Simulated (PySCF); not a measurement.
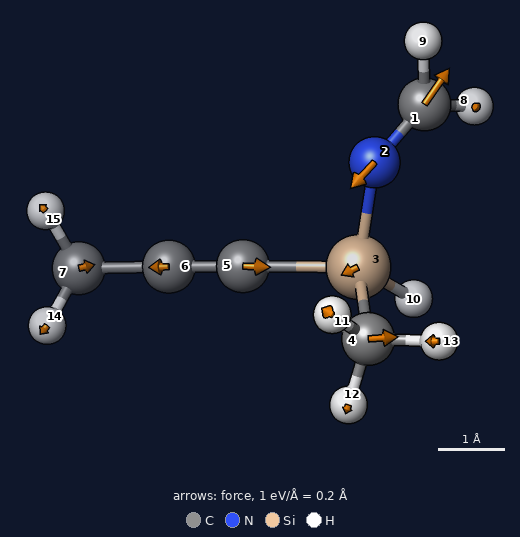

Starting geometry of C$_{5}$H$_{9}$NSi with the computed forces as orange arrows. Style: ball-and-stick. Shown at a tilt.

The start comes from GFN2-xTB. Its atoms were then displaced at random by about 0.01 Å.

Method: PBE0-D3(BJ)/def2-SVP geometry optimisation, gas phase in PySCF 2.14.0, density-fitted response routines. 

Is this structure relaxed? If not, where do the atoms go?

It isn't relaxed: the largest force vector, on a C atom, is 3.51 eV/Å. The final displacements have little in common with the starting forces (cosine between the two patterns 0.11). The largest moves after the best rigid fit, 0.28 Å, are those of H atoms. Largest moves by element: H 0.28 Å, N 0.19 Å, Si 0.16 Å, C 0.09 Å. Near-neighbour distances that change, for instance: C–N 1.215 → 1.261 Å, C–H 1.146 → 1.101 Å, N–Si 1.720 → 1.763 Å, C–Si 1.864 → 1.828 Å. Among the angles between lasting bonds that change: C–N–Si 133.8° → 123.8°, N–Si–H 117.9° → 110.3°, N–Si–C 103.3° → 108.1°. After 9 geometry steps the energy has fallen by 6.50 kcal/mol.
